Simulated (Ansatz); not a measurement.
# WC (Fm-3m): phonons and vibrational spectra, part 2 of 2

The cell of WC (Fm-3m) is at rest. What are its phonons? After the zone centre comes a 4×4×4 q mesh on a 16×16×16 k mesh.

Ansatz 0.2.0; DFT PBEsol, scalar-relativistic, plane waves, PAW; PAW set soft_1.

So far. Step 2 (Zone-centre response): Before it was imposed, the acoustic sum rule was missed by 3.2e-5 eV/Å². Small misses are needed for a sound result but don't prove that mesh and cutoff are converged. The lowest optical mode is real, 413 cm⁻¹.

**3. Phonons on a q mesh (continued)**

The partial phonon density of states has structure finer than the step of the table below, so its rows give means over 100 cm⁻¹, whole bins alone (the curve runs from -163 to 724 cm⁻¹). Peaks (cm⁻¹: height): C 567.5: 0.0197, 623.3: 0.0186, 668.0: 0.0193; W -40.6: 0.00796, 59.8: 0.0449.

Phonopy on the run's constants, 21x21x21 mesh, Gaussian sigma 6.3 cm-1. Interpolated from a 4×4×4 q mesh. Table of partial phonon density of states by wavenumber; means over each step; values in 1/cm⁻¹/cell:

```
wavenumber (cm⁻¹)        C        W
             -100   1.9e-4  0.00404
                0   1.9e-4  0.00737
              100   2.6e-4   0.0179
              200   2.3e-7   3.4e-5
              300        0        0
              400   2.4e-4   1.2e-5
              500  0.00631   2.3e-4
              600   0.0166   3.8e-4
```

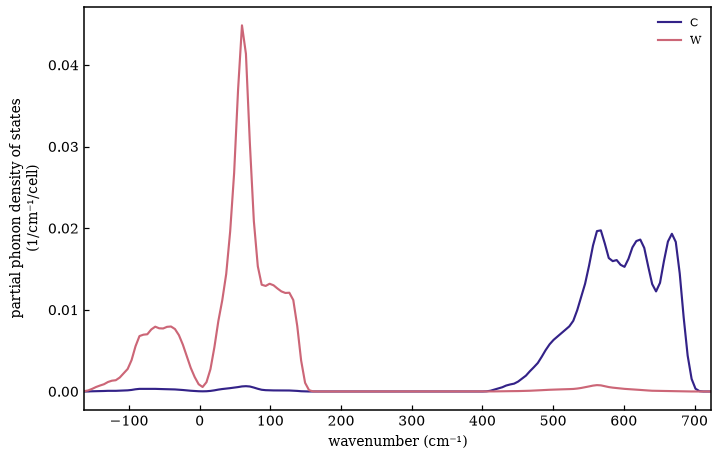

Partial phonon density of states, plotted against wavenumber.

Second derivatives of the energy by pair, one row for each kind of neighbour of each atom listed. Each entry sums the pair over the periodic images of the supercell that the q mesh stands for, and in a polar crystal it holds the long-range dipole part too. Force constants by pair, by row:

```csv
atom,neighbour,distance (Å),third of the trace (eV/Å²),along the pair's line (eV/Å²)
W1,itself,0,7.097,–
W1,C,2.173,-1.343,-5.387
W1,W,3.073,0.2283,-0.7443
W1,C,3.763,0.1151,0.153
W1,W,4.346,0.0634,0.2845
W1,C,4.858,0.0103,0.1693
W1,W,5.322,-0.0734,-0.2883
W1,W,6.146,-0.2031,-0.6876
W1,C,6.518,-0.0361,-0.035
C2,itself,0,15.4,–
C2,W,2.173,-1.343,-5.387
C2,C,3.073,-0.2591,-0.7165
C2,W,3.763,0.1151,0.153
C2,C,4.346,-0.6062,-1.918
C2,W,4.858,0.0103,0.1693
C2,C,5.322,-0.0072,-0.0613
C2,C,6.146,-0.0718,-0.0792
C2,W,6.518,-0.0361,-0.035
```

Symmetry leaves 8 wavevectors to solve. The lowest mode among them, the acoustic zeros apart, lies at q = (0, -0.5, -0.5) and is imaginary, 156.0i cm⁻¹, so the energy falls along it.

**4. Isotope substitution, element C, natural mass 12.011 amu**

An isotope changes the mass and not the force constants, so no new electronic calculation is needed; the shifts show which modes move this element.

The same force constants with the mass of C changed from 12.011 to 13.003 u (phonopy, no LO-TO term). Both lists are sorted by frequency; levels can cross, so a row need not hold one and the same mode. Modes under 3 cm⁻¹ are left out. Isotope shifts, by row:

```csv
q,rank,natural mass (cm⁻¹),changed mass (cm⁻¹)
0 0 0,4,412.9,397.8
0 0 0,5,412.9,397.8
0 0 0,6,412.9,397.8
0 0 0.25,1,63.92,63.89
0 0 0.25,2,63.92,63.89
0 0 0.25,3,136,135.9
0 0 0.25,4,550.9,529.6
0 0 0.25,5,550.9,529.6
0 0 0.25,6,619.3,595.5
0 0 -0.5,1,53.15,53.15
0 0 -0.5,2,53.15,53.15
0 0 -0.5,3,138.7,138.7
0 0 -0.5,4,621.4,597.2
0 0 -0.5,5,621.4,597.2
0 0 -0.5,6,693.3,666.3
0 0.25 0.25,1,65.46,65.34
0 0.25 0.25,2,65.46,65.34
0 0.25 0.25,3,103.5,103.5
0 0.25 0.25,4,483.8,465.7
0 0.25 0.25,5,483.8,465.7
0 0.25 0.25,6,657.8,632.2
```

A mode of this element alone would shift by -3.89 %. The highest zone-centre frequency without the field goes from 412.9 to 397.8 cm⁻¹ (-3.6 %). The product of the frequency ratios over all optical modes at Γ is 0.895; the product rule, (m/m′)^(3k/2) (M′/M)^(3/2) with k = 1 such atoms and M the mass of the cell, gives 0.894.

**5. Isotope substitution, element W, natural mass 183.84 amu**

The same for W, from 183.84 to 185.95 u.

The same force constants with the mass of W changed from 183.840 to 185.954 u (phonopy, no LO-TO term). Both lists are sorted by frequency; levels can cross, so a row need not hold one and the same mode. Modes under 3 cm⁻¹ are left out. Isotope shifts, by row:

```
          q  rank  natural mass (cm⁻¹)  changed mass (cm⁻¹)
      0 0 0     4                412.9                412.7
      0 0 0     5                412.9                412.7
      0 0 0     6                412.9                412.7
   0 0 0.25     1                63.92                63.55
   0 0 0.25     2                63.92                63.55
   0 0 0.25     3                  136                135.2
   0 0 0.25     4                550.9                550.8
   0 0 0.25     5                550.9                550.8
   0 0 0.25     6                619.3                619.2
   0 0 -0.5     1                53.15                52.84
   0 0 -0.5     2                53.15                52.84
   0 0 -0.5     3                138.7                137.9
   0 0 -0.5     4                621.4                621.4
   0 0 -0.5     5                621.4                621.4
   0 0 -0.5     6                693.3                693.3
0 0.25 0.25     1                65.46                 65.1
0 0.25 0.25     2                65.46                 65.1
0 0.25 0.25     3                103.5                  103
0 0.25 0.25     4                483.8                483.6
0 0.25 0.25     5                483.8                483.6
0 0.25 0.25     6                657.8                657.8
```

A mode of this element alone would shift by -0.57 %. The highest zone-centre frequency without the field goes from 412.9 to 412.7 cm⁻¹ (-0.0 %). The product of the frequency ratios over all optical modes at Γ is 0.999; the product rule, (m/m′)^(3k/2) (M′/M)^(3/2) with k = 1 such atoms and M the mass of the cell, gives 0.999.

**6. Results**

```yaml
space_group_within_0p01_a: Fm-3m
volume_per_atom: 10.3 Å³
electronic_character: no gap on this mesh
highest_optical_mode_at_the_zone_centre_no_lo_to_term: 413 cm⁻¹
lowest_optical_zone_centre_mode: 413 cm⁻¹
lowest_mode_on_the_q_mesh_acoustic_modes_at_gamma_apart: -156 cm⁻¹
highest_frequency_on_the_path_or_at_a_solved_wavevector: 693 cm⁻¹
imaginary_modes_on_the_4x4x4_q_mesh: yes
```

In words: Modes are clearly imaginary (beyond 10i cm⁻¹) at 3 of the 8 irreducible wavevectors, most at q = (0, -0.5, -0.5) (156.0i cm⁻¹), so this structure is not a minimum of the energy. The optical modes at Γ form one degenerate level at 413 cm⁻¹. The highest mode in this list at Γ, 412.9 cm⁻¹, is mostly motion of C (94 % of the kinetic energy). With no gap, or one that is small against the smearing, the frequencies hang on the k mesh and the smearing, most of all near Kohn anomalies. Spin-orbit coupling is left out, which can matter for the heavy elements here. The PAW files were made for PBE and serve the other functionals too. These are harmonic frequencies at zero temperature: anharmonic shifts, linewidths and thermal expansion are left out.

[Logs are printed without paths, hosts, clocks, repeated set-up lines and the standing remarks that a program may print on its own settings, such as how far it seeks lower states.]

[Hosts, paths, dates, database ids (printed as entryN), source tags and the programs' standing remarks are cut or masked in the printed files.]
